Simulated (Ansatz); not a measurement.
# SiH2ClO (SMILES O[SiH]Cl) at UBLYP/STO-3G

What is the electronic atomisation energy of SiH2ClO at UBLYP/STO-3G? 

Program for the calculation: Ansatz 0.2.0.

70 further runs of the same task are left out: 1 that didn't finish, 69 set aside as unsound or not needed.

## 1. The molecule

The species is SiH2ClO (5 atoms), meant as a doublet with charge 0. SMILES: `O[SiH]Cl`. The coordinates come from a PBE0-D4/def2-TZVP relaxation. This is one conformer, not always the lowest.

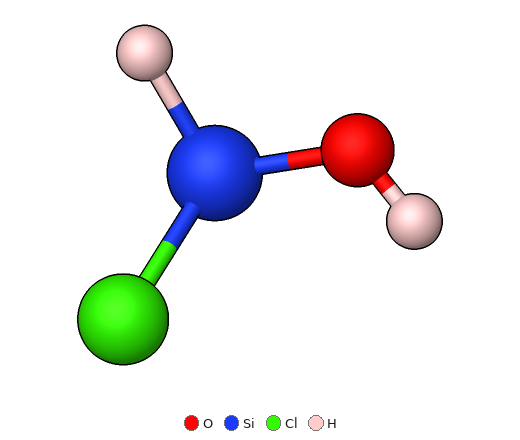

The structure, seen from a chosen angle (oxygen red, silicon blue, chlorine green, hydrogen pink).

## 2. A single-point energy at UBLYP/STO-3G

File in.yaml:

```yaml
crystal:
  periodic: [false, false, false]
  atoms:
    - {symbol: O, position_ang: [-0.806100, -0.432000, -0.746500]}
    - {symbol: Si, position_ang: [-0.092300, 0.479800, 0.414000]}
    - {symbol: Cl, position_ang: [1.606600, -0.440800, 1.143600]}
    - {symbol: H, position_ang: [-1.024100, -1.343200, -0.540000]}
    - {symbol: H, position_ang: [0.316000, 1.736300, -0.271100]}
basis:
  gaussian: {orbitals: STO-3G}
magnetization: {spin_polarized: true, initial_magnetization: 1}
hamiltonian: {xc: {name: BLYP}}
accuracy: high
```

On the command line:

```console
ansatz run in.yaml --threads 1 --pin off --max-ram 2610MiB --events-out events.jsonl --progress --plain --runs-dir runs
```

What it wrote:

```text
Warning: RAYON_NUM_THREADS=1 ignored (pool sized by the plan → 1); use --threads N
Functional definition: BLYP
  name "BLYP"
  parameter beta = 0.0042
  parameter a = 0.04918
  parameter b = 0.132
  parameter c = 0.2533
  parameter d = 0.349
  exchange = b88_x(beta = beta)
  correlation = lyp_c(a = a, b = b, c = c, d = d)
460 factors; integrals over basis functions are off by at most 3.1e-8 eV
mean field evaluation 1: about -22218.0051 eV, gradient 1.7e1 eV
mean field evaluation 2: about -22211.0777 eV, gradient 3.8e1 eV
mean field evaluation 4: about -22220.2647 eV, gradient 1.5e0 eV
mean field evaluation 8: about -22220.2519 eV, gradient 2.3e-2 eV
mean field evaluation 16: about -22220.2519 eV, gradient 1.5e-7 eV
mean field -22220.25188175 eV, -816.5791952265 hartree, gradient 3.1e-8 eV, S^2 0.750572; 0 other end points of the search recorded, 0 dependent functions left out
reference -22220.25191959 eV, -816.5791966173 hartree; 21, 20 occupied and 4, 5 virtual orbitals, 460 factors
Total energy: -22220.25191959 eV, -816.5791966173 hartree
```

It took 2.1 s on 1 thread of Arm Neoverse V2, shared host; peak memory 0.14 GiB.

## 3. The Cl atom, same level

File job.yaml:

```yaml
basis:
  gaussian: {orbitals: STO-3G}
crystal:
  periodic: [false, false, false]
  atoms:
    - {symbol: Cl, position_ang: [0.000000, 0.000000, 0.000000]}
magnetization: {spin_polarized: true, initial_magnetization: 1}
hamiltonian: {xc: {name: BLYP}}
accuracy: high
```

Run the same way, it converges to -455.06886 Eh (log not shown).

## 4. The H atom, same level

File job.yaml:

```yaml
crystal:
  periodic: [false, false, false]
  atoms:
    - {symbol: H, position_ang: [0.000000, 0.000000, 0.000000]}
basis:
  gaussian: {orbitals: STO-3G}
total_charge: 0
magnetization: {spin_polarized: true, initial_magnetization: 1}
hamiltonian: {xc: {name: BLYP}}
accuracy: high
```

Run the same way, it converges to -0.46274 Eh (log not shown).

## 5. The O atom, same level

File job.yaml:

```yaml
crystal:
  periodic: [false, false, false]
  atoms:
    - {symbol: O, position_ang: [0.000000, 0.000000, 0.000000]}
basis:
  gaussian:
    orbitals: STO-3G
magnetization:
  spin_polarized: true
  initial_magnetization: 2
hamiltonian:
  xc: {name: BLYP}
accuracy: high
```

On the command line:

```console
ansatz run job.yaml --threads 1 --pin off --max-ram 2610MiB --events-out events.jsonl --progress --plain --runs-dir runs
```

What it wrote:

```text
Warning: RAYON_NUM_THREADS=1 ignored (pool sized by the plan → 1); use --threads N
Functional definition: BLYP
  name "BLYP"
  parameter beta = 0.0042
  parameter a = 0.04918
  parameter b = 0.132
  parameter c = 0.2533
  parameter d = 0.349
  exchange = b88_x(beta = beta)
  correlation = lyp_c(a = a, b = b, c = c, d = d)
15 factors; integrals over basis functions are off by at most 1.1e-9 eV
mean field evaluation 1: about -2013.8357 eV, gradient 5.5e-12 eV
mean field evaluation 2: about -2013.8366 eV, gradient 1.1e-11 eV
mean field evaluation 4: about -2013.8348 eV, gradient 0.0e0 eV
mean field evaluation 8: about -2013.8361 eV, gradient 2.5e-2 eV
mean field evaluation 16: about -2013.7134 eV, gradient 1.5e1 eV
mean field -2013.83662410 eV, -74.0071309082 hartree, gradient 0.0e0 eV, S^2 2.000000; 6 other end points of the search recorded, 0 dependent functions left out
reference -2013.83663798 eV, -74.0071314183 hartree; 5, 3 occupied and 0, 2 virtual orbitals, 15 factors
Total energy: -2013.83663798 eV, -74.0071314183 hartree
```

Wall time 0.3 s (1 thread of Arm Neoverse V2, shared host).

## 6. The Si atom

File input.yaml:

```yaml
crystal:
  periodic: [false, false, false]
  atoms:
    - {symbol: Si, position_ang: [0.000000, 0.000000, 0.000000]}
basis:
  gaussian:
    orbitals: STO-3G
magnetization:
  spin_polarized: true
  initial_magnetization: 2
hamiltonian:
  xc: {name: BLYP}
accuracy: high
```

Run the same way, it converges to -285.90455 Eh (log not shown).

## 7. What came out

Level: UBLYP/STO-3G.

```
                     quantity          value
       molecule: total energy  -816.57920 Eh
               molecule: ⟨S²⟩          0.751
        Cl atom: total energy  -455.06886 Eh
                Cl atom: ⟨S²⟩          0.750
         H atom: total energy    -0.46274 Eh
                 H atom: ⟨S²⟩          0.750
         O atom: total energy   -74.00713 Eh
                 O atom: ⟨S²⟩          2.000
        Si atom: total energy  -285.90455 Eh
                Si atom: ⟨S²⟩          2.000
electronic atomisation energy      18.318 eV
```

**Reading.** Taking the molecule apart into free atoms costs 18.32 eV (422 kcal/mol), before zero-point energy and without spin-orbit coupling. In a minimal basis such a difference can be off by several eV, whatever the method.
